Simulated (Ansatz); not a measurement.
# CH9NOSi2: what the fields show

The calculation's input:

```
crystal:
  periodic: [false, false, false]
  atoms:
    - { symbol: "N", position_ang: [-1.7637, -1.441, 1.913] }
    - { symbol: Si, position_ang: [-0.4461, -1.5378, 0.9224] }
    - { symbol: O, position_ang: [-0.341, -0.0333, 0.2206] }
    - { symbol: C, position_ang: [0.8453, 0.2237, -0.6798] }
    - { symbol: Si, position_ang: [0.843, 1.9393, -1.4258] }
    - { symbol: H, position_ang: [-2.5839, -1.0865, 1.3074] }
    - { symbol: H, position_ang: [-1.6298, -0.6181, 2.5428] }
    - { symbol: H, position_ang: [0.7692, -1.7976, 1.7655] }
    - { symbol: H, position_ang: [-0.6867, -2.5366, -0.0716] }
    - { symbol: H, position_ang: [1.7274, 0.041, -0.1379] }
    - { symbol: H, position_ang: [0.6942, -0.4908, -1.4948] }
    - { symbol: H, position_ang: [-0.3722, 2.2505, -2.1691] }
    - { symbol: H, position_ang: [1.956, 2.0798, -2.343] }
    - { symbol: H, position_ang: [0.9754, 2.9784, -0.3207] }
basis:
  gaussian: { orbitals: "6-31G*" }
hamiltonian:
  xc: r2scan
  dispersion: d4
relax:
  f_tol: 0.015
  max_steps: 40
output:
  orbitals: {}
```

Command:

```sh
ansatz run input.yaml --threads 2 --pin off --max-ram 3072MiB --backend cpu --events-out ev --progress --plain --runs-dir out
```

The fields are those of the relaxed geometry.

The calculation used Ansatz, RKS r2SCAN-D4/6-31G*.

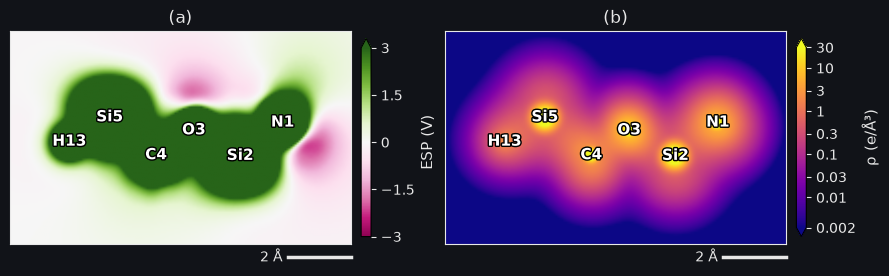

Figure 1. (a) electrostatic potential; (b) total electron density on the plane of atoms N1, Si2 and O3.

**Interpret the plot.**

Atoms in the plane: N, Si, O, C and H.
C–O (1.44 Å): the density is about 1.9 e/Å³ at the midpoint, with its minimum of 1.6 e/Å³ about 0.5 Å from C.
Si–O (1.67 Å): ρ at the midpoint is about 1.1 e/Å³.
Si–N (1.71 Å): ρ is about 1.1 e/Å³ halfway.
C–Si (1.90 Å): ρ at the midpoint is about 0.95 e/Å³.
Si–H (1.49 Å): ρ at the midpoint is about 0.76 e/Å³.
Outside the dense part of the molecule the potential is most negative (−2.1 V) near N1.

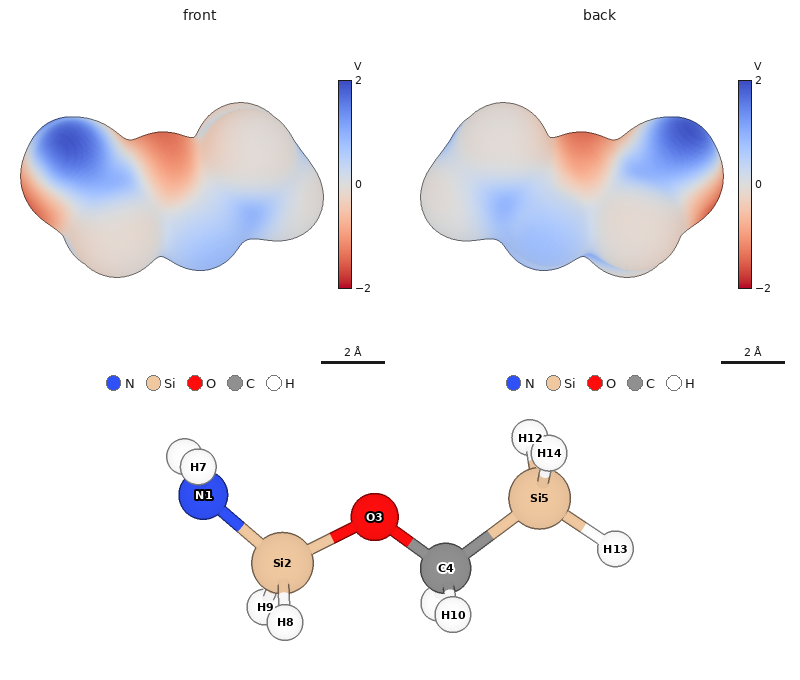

Figure 2. The molecular electrostatic potential painted on the density surface at 0.002 e/bohr³, seen from the front and from behind; the colour scale runs from red (negative) to blue (positive). The bare structure is drawn below in the same view.

**Describe the electrostatic potential map.**

The most negative region (about −1.4 V) lies over N1 and O3, the most positive (about +1.9 V) over H6 and H7.

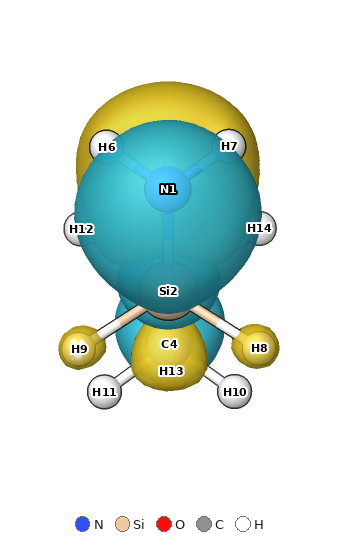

Figure 3. The HOMO at ±0.08 Å⁻³ᐟ² (yellow and cyan are the two phases), seen at an oblique angle.

**Describe this orbital and give its energy.**

It lies mainly on N1 (about 65 %) and O3 (about 5 %). Its energy is −6.40 eV.
